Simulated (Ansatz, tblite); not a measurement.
**Cyclo-(Cl2SnO)3 (Sn₃Cl₆O₃): rung by rung**

Aim: run the singlet of cyclo-(Cl2SnO)3 (Sn₃Cl₆O₃) at one geometry on many levels, and compare frontier levels, spin and run time.

Computed with Ansatz 0.2.0, Gaussian basis. Level: as each input shows.

Plan: GFN1-xTB, GFN2-xTB, PBE-D4/def2-TZVP, r2SCAN-D4/def2-TZVP, PBE-D4/def2-SVP, PBE0-D4/def2-SVP, MP2/def2-SVP, RPA/def2-SVP.

4 further runs of the same task are left out: 2 that didn't finish, 2 set aside as unsound or not needed. Runs told in other sessions of the task aren't counted.

**1. The geometry**

The singlet was relaxed beforehand with PBE-D4/def2-SVP.

12 atoms, charge 0, spin multiplicity 1.

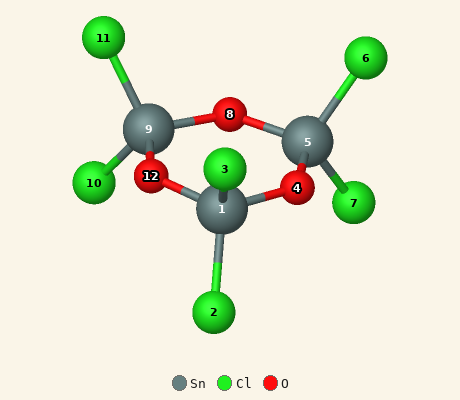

The geometry (tin teal, chlorine green, oxygen red); atoms are numbered from 1 in the order of the file.

Sn takes a core potential in the def2 sets. No spin-orbit coupling is included.

PBE0-D4/def2-TZVP was run before; its log isn't repeated, and its numbers join the tables.

**2. GFN1-xTB**

Tight binding, by tblite at 300 K electronic temperature and without a spin-polarisation term:

```python
tblite.interface.Calculator('GFN1-xTB', numbers, positions, charge=0, uhf=0).singlepoint()
```

Energy -1286.2480 eV, HOMO -12.92 eV, LUMO -10.46 eV; 0.018 s.

**3. GFN2-xTB**

Tight binding, by tblite at 300 K electronic temperature and without a spin-polarisation term:

```python
tblite.interface.Calculator('GFN2-xTB', numbers, positions, charge=0, uhf=0).singlepoint()
```

Energy -1253.5234 eV, HOMO -12.86 eV, LUMO -10.89 eV; 0.026 s.

**4. PBE-D4/def2-TZVP**

start.molden holds the orbitals of an earlier run on this state, given as this run's starting guess.

Contents of in.yaml:

```yaml
crystal:
  periodic: [false, false, false]
  atoms:
    - {symbol: Sn, position_ang: [-0.610162, -0.614887, -1.876683]}
    - {symbol: Cl, position_ang: [-2.066885, -2.403960, -2.253257]}
    - {symbol: Cl, position_ang: [0.042633, 0.358835, -3.898643]}
    - {symbol: O, position_ang: [-1.556088, 0.757296, -0.789620]}
    - {symbol: Sn, position_ang: [-1.085628, 1.431292, 1.022510]}
    - {symbol: Cl, position_ang: [-0.735282, 3.738337, 0.889499]}
    - {symbol: Cl, position_ang: [-2.847270, 0.946182, 2.480484]}
    - {symbol: O, position_ang: [0.571130, 0.578195, 1.720289]}
    - {symbol: Sn, position_ang: [1.701598, -0.809001, 0.850087]}
    - {symbol: Cl, position_ang: [1.705693, -2.721119, 2.194881]}
    - {symbol: Cl, position_ang: [3.866980, 0.037779, 0.611959]}
    - {symbol: O, position_ang: [1.013292, -1.298938, -0.951506]}
basis:
  gaussian: {orbitals: def2-TZVP, initial_orbitals: start.molden}
hamiltonian: {xc: pbe, dispersion: d4}
scf: {omitted_lower_state_checks: [starts]}
output: {forces: true, orbitals: {seedname: orbitals}}
```

Launch:

```sh
> ansatz run in.yaml --threads 4 --pin off --events-out ev --progress --plain --max-ram 6963MiB
```

What it wrote, shortened:

```text
Functional definition: PBE
  name "PBE"
  cite "Perdew, Burke & Ernzerhof, Phys. Rev. Lett. 77, 3865 (1996) doi:10.1103/PhysRevLett.77.3865"
  parent pbe
[...]
3153 factors; their error is unknown
[...]
mean field -98750.29985670 eV, -3629.0065843764 hartree, gradient 2.3e-5 eV, S^2 0.000000; 0 other end points of the search recorded, 0 dependent functions left out
[...]
reference -98750.29992961 eV, -3629.0065870559 hartree; 96, 96 occupied and 369, 369 virtual orbitals, 3153 factors
Total energy: -98751.05282565 eV, -3629.0342554750 hartree
Atom 0 at    -0.610162    -0.614887    -1.876683 Å, force     0.026505     0.027302     0.073269 eV/Å
Atom 1 at    -2.066885    -2.403960    -2.253257 Å, force     0.244947     0.301078     0.057708 eV/Å
Atom 2 at     0.042633     0.358835    -3.898643 Å, force    -0.114027    -0.168950     0.338179 eV/Å
Atom 3 at    -1.556088     0.757296    -0.789620 Å, force     0.330683    -0.162357     0.168617 eV/Å
Atom 4 at    -1.085628     1.431292     1.022510 Å, force     0.044189    -0.054580    -0.041872 eV/Å
Atom 5 at    -0.735282     3.738337     0.889499 Å, force    -0.063908    -0.388326     0.026762 eV/Å
Atom 6 at    -2.847270     0.946182     2.480484 Å, force     0.295380     0.086941    -0.243850 eV/Å
Atom 7 at     0.571130     0.578195     1.720289 Å, force    -0.122292    -0.123914    -0.366319 eV/Å
Atom 8 at     1.701598    -0.809001     0.850087 Å, force    -0.065146     0.034249    -0.035418 eV/Å
Atom 9 at     1.705693    -2.721119     2.194881 Å, force     0.004718     0.321415    -0.225099 eV/Å
Atom 10 at     3.866980     0.037779     0.611959 Å, force    -0.363407    -0.147873     0.044174 eV/Å
Atom 11 at     1.013292    -1.298938    -0.951506 Å, force    -0.217641     0.275016     0.203847 eV/Å
Dipole moment:     0.000577     0.000678    -0.000299 e Å
Checks for a lower state left out: starts
```

Run time: 16 s. Hardware: 4 threads of Arm Neoverse V2, shared host; peak memory 1.6 GiB.

HOMO -8.18 eV, LUMO -5.00 eV.

**5. r2SCAN-D4/def2-TZVP**

in.yaml, as its differences from that of step 4:

```diff
@@ -17,4 +17,4 @@
   gaussian: {orbitals: def2-TZVP, initial_orbitals: start.molden}
-hamiltonian: {xc: pbe, dispersion: d4}
+hamiltonian: {xc: r2scan, dispersion: d4}
 scf: {omitted_lower_state_checks: [starts]}
-output: {forces: true, orbitals: {seedname: orbitals}}
+output: {orbitals: {seedname: orbitals}}
```

The command is unchanged.

What it wrote:

```text
Functional definition: r2SCAN
  name "r2SCAN"
  cite "Furness, Kaplan, Ning, Perdew & Sun, J. Phys. Chem. Lett. 11, 8208 (2020) doi:10.1021/acs.jpclett.0c02405"
  cite "Furness, Kaplan, Ning, Perdew & Sun, J. Phys. Chem. Lett. 11, 9248 (2020) doi:10.1021/acs.jpclett.0c03077"
  parent r2scan
  parameter k0 = 0.174
  parameter k1 = 0.065
  parameter a1 = 4.9479
  exchange = r2scan_x(k0 = k0, k1 = k1, a1 = a1)
  correlation = r2scan_c
these checks for a lower state are left out or cut short: starts
3153 factors; their error is unknown
mean field evaluation 1: about -98786.2651 eV, gradient 1.6e1 eV
mean field evaluation 2: about -98786.3873 eV, gradient 2.3e-1 eV
mean field evaluation 4: about -98786.3641 eV, gradient 7.1e-4 eV
mean field -98786.36408753 eV, -3630.3319204140 hartree, gradient 1.8e-5 eV, S^2 0.000000; 0 other end points of the search recorded, 0 dependent functions left out
reference -98786.36410726 eV, -3630.3319211393 hartree; 96, 96 occupied and 369, 369 virtual orbitals, 3153 factors
Total energy: -98786.56795703 eV, -3630.3394124800 hartree
Checks for a lower state left out: starts
```

Wall time 30 s (4 threads of Arm Neoverse V2, shared host); peak memory 1.6 GiB.

From the report: HOMO -8.62 eV, LUMO -4.91 eV.

**6. PBE-D4/def2-SVP**

in.yaml, as its differences from that of step 5:

```diff
@@ -16,4 +16,4 @@
 basis:
-  gaussian: {orbitals: def2-TZVP, initial_orbitals: start.molden}
-hamiltonian: {xc: r2scan, dispersion: d4}
+  gaussian: {orbitals: def2-SVP, initial_orbitals: start.molden}
+hamiltonian: {xc: pbe, dispersion: d4}
 scf: {omitted_lower_state_checks: [starts]}
```

The command is unchanged.

What it wrote:

```text
Functional definition: PBE
  name "PBE"
  cite "Perdew, Burke & Ernzerhof, Phys. Rev. Lett. 77, 3865 (1996) doi:10.1103/PhysRevLett.77.3865"
  parent pbe
  parameter kappa = 0.804
  parameter beta = 0.06672455060314922
  exchange = pbe_x(kappa = kappa, mu = beta*pi^2/3)
  correlation = pbe_c(beta = beta)
these checks for a lower state are left out or cut short: starts
2472 factors; their error is unknown
mean field evaluation 1: about -98714.1883 eV, gradient 4.4e1 eV
mean field evaluation 2: about -98715.2732 eV, gradient 1.5e0 eV
mean field evaluation 4: about -98715.2091 eV, gradient 6.5e-2 eV
mean field -98715.20907875 eV, -3627.7170220720 hartree, gradient 2.0e-5 eV, S^2 0.000000; 0 other end points of the search recorded, 0 dependent functions left out
reference -98715.20913657 eV, -3627.7170241968 hartree; 96, 96 occupied and 132, 132 virtual orbitals, 2472 factors
Total energy: -98715.96203260 eV, -3627.7446926159 hartree
Checks for a lower state left out: starts
```

Wall time 5.5 s (4 threads of Arm Neoverse V2, shared host).

Report: HOMO -7.97 eV, LUMO -4.87 eV.

**7. PBE0-D4/def2-SVP**

in.yaml, as its differences from that of step 6:

```diff
@@ -17,3 +17,3 @@
   gaussian: {orbitals: def2-SVP, initial_orbitals: start.molden}
-hamiltonian: {xc: pbe, dispersion: d4}
+hamiltonian: {xc: pbe0, dispersion: d4}
 scf: {omitted_lower_state_checks: [starts]}
```

Launched as before.

What it wrote:

```text
Functional definition: PBE0
  name "PBE0"
  cite "Adamo & Barone, J. Chem. Phys. 110, 6158 (1999) doi:10.1063/1.478522"
  cite "Perdew, Burke & Ernzerhof, Phys. Rev. Lett. 77, 3865 (1996) doi:10.1103/PhysRevLett.77.3865"
  parent pbe
  parameter a = 0.25
  parameter kappa = 0.804
  parameter beta = 0.06672455060314922
  exchange = (1 - a)*pbe_x(kappa = kappa, mu = beta*pi^2/3) + a*exact_x
  correlation = pbe_c(beta = beta)
these checks for a lower state are left out or cut short: starts
2352 factors; integrals over basis functions are off by at most 3.1e-4 eV
mean field evaluation 1: about -98720.5740 eV, gradient 4.3e1 eV
mean field evaluation 2: about -98721.2950 eV, gradient 9.5e-1 eV
mean field evaluation 4: about -98721.5550 eV, gradient 2.7e-3 eV
mean field -98721.55499557 eV, -3627.9502302137 hartree, gradient 1.5e-5 eV, S^2 0.000000; 0 other end points of the search recorded, 0 dependent functions left out
reference -98721.55503833 eV, -3627.9502317853 hartree; 96, 96 occupied and 132, 132 virtual orbitals, 2352 factors
Total energy: -98722.22988331 eV, -3627.9750318807 hartree
Checks for a lower state left out: starts
```

Wall time 11 s (4 threads of Arm Neoverse V2, shared host); peak memory 1 GiB.

HOMO -9.62 eV, LUMO -4.17 eV.

**8. MP2/def2-SVP**

in.yaml, as its differences from that of step 7:

```diff
@@ -17,3 +17,3 @@
   gaussian: {orbitals: def2-SVP, initial_orbitals: start.molden}
-hamiltonian: {xc: pbe0, dispersion: d4}
+correlation: {method: mp2}
 scf: {omitted_lower_state_checks: [starts]}
```

The command is unchanged.

What it wrote:

```text
Functional definition: HF
  name "HF"
  cite "Fock, Z. Phys. 61, 126 (1930) doi:10.1007/BF01340294"
  parent pbe
  exchange = exact_x
  correlation = 0
these checks for a lower state are left out or cut short: starts
2352 factors; integrals over basis functions are off by at most 3.1e-4 eV
mean field evaluation 1: about -98526.8300 eV, gradient 5.6e1 eV
mean field evaluation 2: about -98529.6174 eV, gradient 3.0e0 eV
mean field evaluation 4: about -98530.7144 eV, gradient 3.7e0 eV
mean field evaluation 8: about -98530.7463 eV, gradient 2.7e-3 eV
mean field -98530.74627964 eV, -3620.9381392383 hartree, gradient 2.7e-6 eV, S^2 0.000000; 0 other end points of the search recorded, 0 dependent functions left out
45 core orbitals not correlated: weight in the atoms' cores, before any rotation towards them, 1.000 or more for the frozen orbitals, at most 0.000 for the correlated occupied ones
reference -98530.74627964 eV, -3620.9381392383 hartree; 51, 51 occupied and 132, 132 virtual orbitals, 2352 factors
second order -45.06680583 eV of doubles, -0.00000000 eV of singles
Total energy: -98575.81308547 eV, -3622.5943138052 hartree
Checks for a lower state left out: starts
```

It took 13 s on 4 threads of Arm Neoverse V2, shared host; peak memory 1 GiB.

From the report: Hartree-Fock HOMO -13.14 eV, LUMO -0.56 eV.

**9. RPA/def2-SVP**

in.yaml, as its differences from that of step 8:

```diff
@@ -17,4 +17,4 @@
   gaussian: {orbitals: def2-SVP, initial_orbitals: start.molden}
-correlation: {method: mp2}
+hamiltonian: {xc: pbe}
+correlation: {method: rpa}
 scf: {omitted_lower_state_checks: [starts]}
-output: {orbitals: {seedname: orbitals}}
```

Same command.

What it wrote, shortened:

```text
Functional definition: PBE
  name "PBE"
  cite "Perdew, Burke & Ernzerhof, Phys. Rev. Lett. 77, 3865 (1996) doi:10.1103/PhysRevLett.77.3865"
  parent pbe
[...]
2352 factors; integrals over basis functions are off by at most 3.1e-4 eV
[...]
mean field -98715.20902895 eV, -3627.7170202421 hartree, gradient 8.5e-7 eV, S^2 0.000000; 0 other end points of the search recorded, 0 dependent functions left out
45 core orbitals not correlated: weight in the atoms' cores, before any rotation towards them, 1.000 or more for the frozen orbitals, at most 0.000 for the correlated occupied ones
reference -98526.00285719 eV, -3620.7638216785 hartree; 51, 51 occupied and 132, 132 virtual orbitals, 2352 factors
Total energy: -98595.89705604 eV, -3623.3323861100 hartree
Checks for a lower state left out: starts
```

Wall time 16 s (4 threads of Arm Neoverse V2, shared host); peak memory 0.87 GiB.

**10. Comparison**

```tsv
level	functions	HOMO (eV)	LUMO (eV)	gap (eV)	time
PBE-D4/def2-SVP	228	-7.97	-4.87	3.10	5.5 s
PBE-D4/def2-TZVP	465	-8.18	-5.00	3.18	16 s
r2SCAN-D4/def2-TZVP	465	-8.62	-4.91	3.70	30 s
PBE0-D4/def2-SVP	228	-9.62	-4.17	5.45	11 s
PBE0-D4/def2-TZVP	465	-9.76	-4.23	5.54	43 s
```

Energy pieces by basis (eV):

```tsv
basis	HF	MP2 correlation	total
def2-SVP	-98530.7463	-45.0668	-98575.8131 (MP2)
```

**11. Binding energy**

Free atoms were run apart at each level; binding is atoms less cluster, divided by the number of atoms, without zero-point or spin-orbit terms.

```tsv
level	binding an atom (eV)
HF/def2-SVP	1.936
PBE-D4/def2-SVP	3.371
PBE-D4/def2-TZVP	3.417
r2SCAN-D4/def2-TZVP	3.334
PBE0-D4/def2-SVP	3.189
PBE0-D4/def2-TZVP	3.259
RPA/def2-SVP	2.615
MP2/def2-SVP	3.138
```

**12. Summary of results**

| quantity | value |
| --- | --- |
| gap in def2-TZVP, named functionals, smallest and largest | 3.18 eV (PBE-D4), 5.54 eV (PBE0-D4) |
| correlation energy, MP2/def2-SVP | -45.07 eV |
| binding an atom, functionals in def2-TZVP | 3.26 (PBE0-D4) to 3.42 eV (PBE-D4) |
| PBE0 total energy, smallest basis above largest | 34.79 eV (def2-SVP, def2-TZVP) |

In words: Orbital gaps of the named functionals in def2-TZVP span 3.18 eV (PBE-D4) to 5.54 eV (PBE0-D4); exact exchange widens it.

The slowest run with a step of its own, r2SCAN-D4/def2-TZVP, took 30 s; the quickest functional in def2-TZVP took 16 s (shared host).
